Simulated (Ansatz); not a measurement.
# InCl2F (SMILES [F][In]([Cl])[Cl]) at PBE-QIDH/def2-SVP (core potential)

What is the vertical ionisation energy of InCl2F at PBE-QIDH/def2-SVP (core potential)? 

Program for the calculation: Ansatz 0.2.0.

38 further runs of the same task are left out: 7 that didn't finish, 31 set aside as unsound or not needed. Runs told in other sessions of the task aren't counted.

**1. The system as given**

The species is InCl2F (4 atoms), meant as a singlet with charge 0. SMILES: `[F][In]([Cl])[Cl]`. The shape is that of a PBE0-D4/def2-TZVP optimisation.

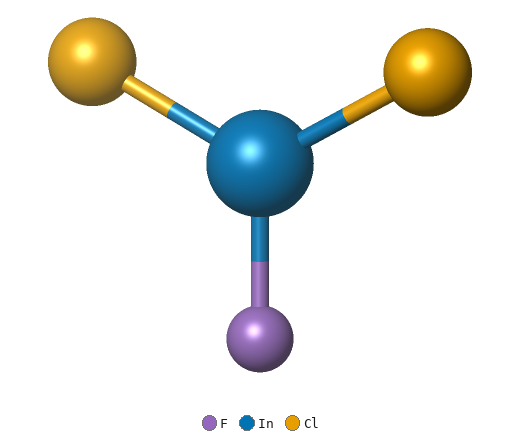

Viewed from a chosen angle; fluorine purple, indium blue, chlorine amber.

**2. A single-point energy at PBE-QIDH/def2-SVP (core potential)**

Input file run.yaml:

```yaml
crystal:
  periodic: [false, false, false]
  atoms:
    - {symbol: F, position_ang: [0.230900, 0.992100, 1.678900]}
    - {symbol: In, position_ang: [0.019100, 0.009200, 0.035600]}
    - {symbol: Cl, position_ang: [1.200200, -1.933300, -0.195800]}
    - {symbol: Cl, position_ang: [-1.394700, 0.871700, -1.539000]}
basis:
  gaussian:
    orbitals: def2-SVP
hamiltonian:
  xc: {name: PBE-QIDH}
correlation:
  frozen_orbitals: {Cl: 5, F: 1, In: 4}
accuracy: high
output:
  orbitals: {seedname: orbitals}
```

Command:

```sh
$ ansatz run run.yaml --threads 1 --pin off --max-ram 3480MiB --events-out events.jsonl --progress --plain --runs-dir runs
```

The log of the run:

```text
Warning: RAYON_NUM_THREADS=1 ignored (pool sized by the plan → 1); use --threads N
Functional definition: PBE-QIDH
  name "PBE-QIDH"
  parameter a = 3^(-1/3)
  parameter c = 1/3
  exchange = (1 - a)*pbe_x + a*exact_x
  correlation = (1 - c)*pbe_c + c*(mp2_os + mp2_ss)
1561 factors; integrals over basis functions are off by at most 3.4e-9 eV
mean field evaluation 1: about -32896.2275 eV, gradient 3.6e1 eV
mean field evaluation 2: about -32896.3467 eV, gradient 3.6e1 eV
mean field evaluation 4: about -32898.9600 eV, gradient 2.5e0 eV
mean field evaluation 8: about -32898.9916 eV, gradient 1.1e-1 eV
mean field evaluation 16: about -32898.9917 eV, gradient 6.6e-5 eV
mean field -32898.99170955 eV, -1209.0156455883 hartree, gradient 6.4e-8 eV, S^2 0.000000; 0 other end points of the search recorded, 0 dependent functions left out
15 core orbitals not correlated: weight in the atoms' cores, before any rotation towards them, 1.000 or more for the frozen orbitals, at most 0.000 for the correlated occupied ones
reference -32898.99171088 eV, -1209.0156456374 hartree; 17, 17 occupied and 44, 44 virtual orbitals, 1561 factors
second order -16.27186891 eV of doubles, -0.00000000 eV of singles
Total energy: -32904.41566718 eV, -1209.2149723550 hartree
```

Wall time 9 s (1 thread of Arm Neoverse V2, shared host); peak memory 0.25 GiB.

**3. The doublet cation at the same level**

run.yaml, as its differences from that of step 2:

```diff
@@ -10,2 +10,6 @@
     orbitals: def2-SVP
+total_charge: 1
+magnetization:
+  spin_polarized: true
+  initial_magnetization: 1
 hamiltonian:
@@ -15,3 +19,2 @@
 accuracy: high
-output:
-  orbitals: {seedname: orbitals}
+output: {orbitals: {seedname: orbitals}}
```

Command:

```sh
$ ansatz run run.yaml --threads 1 --pin off --max-ram 3480MiB --events-out events.jsonl --progress --plain --runs-dir runs
```

The log of the run, cut to the lines that bear on the results:

```text
Warning: RAYON_NUM_THREADS=1 ignored (pool sized by the plan → 1); use --threads N
[... 2 set-up lines as earlier in the session ...]
[...]
1561 factors; integrals over basis functions are off by at most 3.4e-9 eV
[...]
mean field -32886.92675355 eV, -1208.5722666332 hartree, gradient 1.6e-8 eV, S^2 0.755585; 5 other end points of the search recorded, 0 dependent functions left out
15 core orbitals not correlated: weight in the atoms' cores, before any rotation towards them, 1.000 or more for the frozen orbitals, at most 0.000 for the correlated occupied ones
reference -32886.92675491 eV, -1208.5722666832 hartree; 17, 16 occupied and 44, 45 virtual orbitals, 1561 factors
second order -15.73881198 eV of doubles, -0.00000000 eV of singles
Total energy: -32892.17302557 eV, -1208.7650635739 hartree
```

It took 39 s on 1 thread of Arm Neoverse V2, shared host; peak memory 0.42 GiB.

**4. Outcome**

At PBE-QIDH/def2-SVP (core potential), 15 core orbitals frozen:

| quantity | value |
| --- | --- |
| singlet InCl2F: total energy | -1209.21497 Eh |
| singlet InCl2F: HOMO energy (SCF part's orbitals) | -11.78 eV |
| singlet InCl2F: LUMO energy (SCF part's orbitals) | -1.00 eV |
| singlet InCl2F: HOMO–LUMO gap (SCF part's orbitals) | 10.78 eV |
| doublet cation: total energy | -1208.76506 Eh |
| doublet cation: HOMO energy (SCF part's orbitals) (highest over α and β) | -16.55 eV |
| doublet cation: LUMO energy (SCF part's orbitals) (lowest over α and β) | -12.29 eV |
| doublet cation: ⟨S²⟩ | 0.756 |
| vertical ionisation energy (to the doublet cation) | 12.243 eV |

In words: Removing an electron at fixed nuclei costs 12.24 eV (282 kcal/mol). −ε(HOMO) before ionisation, 11.78 eV, is 0.46 eV below this ionisation energy.
